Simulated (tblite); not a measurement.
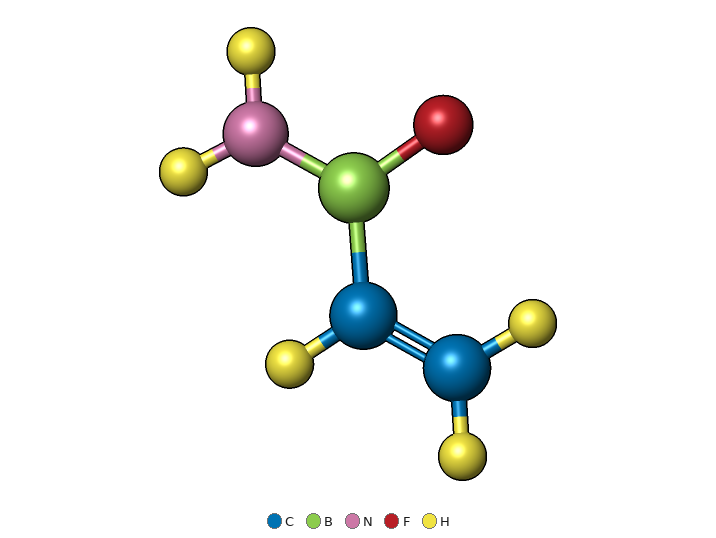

Source: calculation with tblite.

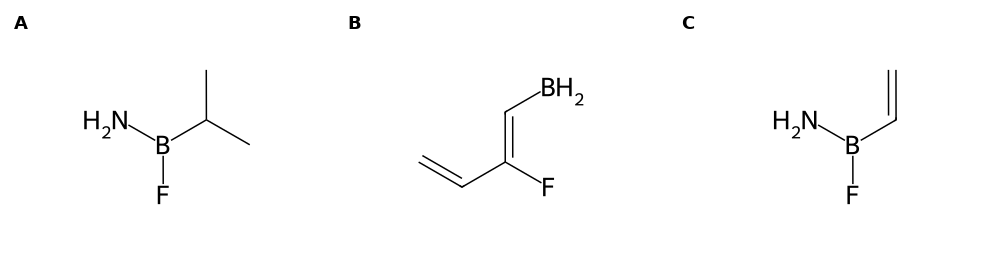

**The first picture shows one of the molecules drawn in the second. Which?**

C, `C=CB(N)F`.
